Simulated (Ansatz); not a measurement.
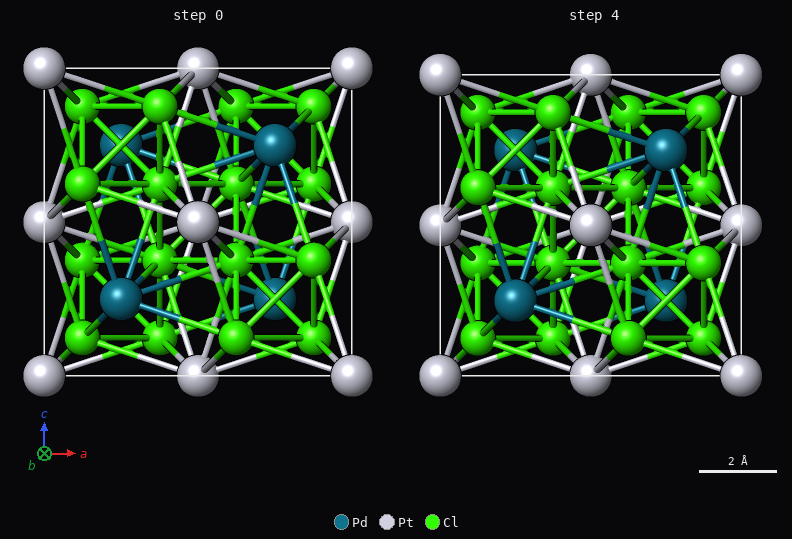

The structure of crystalline PdPtCl4 (a generated structure, set up in F-43m) before (left) and after (right) a relaxation, at one scale.

Style: ball-and-stick. Shown: the conventional cell (4 times the calculation's cell), along the b axis. Lengths and directions refer to the drawn axes.

Computed with DFT PBE, scalar-relativistic, plane waves, PAW in Ansatz. Settings: plane-wave cutoff 420 eV; k-point mesh 8 × 8 × 8; occupations gaussian; smearing width 0.1 eV; collinear spin; cell and atoms relaxed; force threshold 0.01 eV/Å; at most 80 steps.

What changed between the two?

The largest moves relative to the cell, 0.018 Å, are those of Cl atoms. Pt and Pd stay in place. The drawn cell changes as follows: a = b = c 8.096 → 7.923 Å (−2.1 %); the volume changes by −6.3 %. Near-neighbour distances that change, for instance: Cl–Cl 2.889 → 2.797 Å, Cl–Pt 3.359 → 3.284 Å, Cl–Pd 3.354 → 3.285 Å, Cl–Cl 2.836 → 2.805 Å. The space group stays F-43m (No. 216). Over 3 accepted moves (4 points after the start) the energy falls by 11.0 meV per atom. Largest force component: 0.13 eV/Å at the start, 0.0013 eV/Å at the end. Pressure: −2.04 GPa at the start and 0.00 GPa at the end. At 1 point the geometry stayed and the basis and grid were re-selected for the new cell (energy shift of 0.2 meV per atom at most each time).
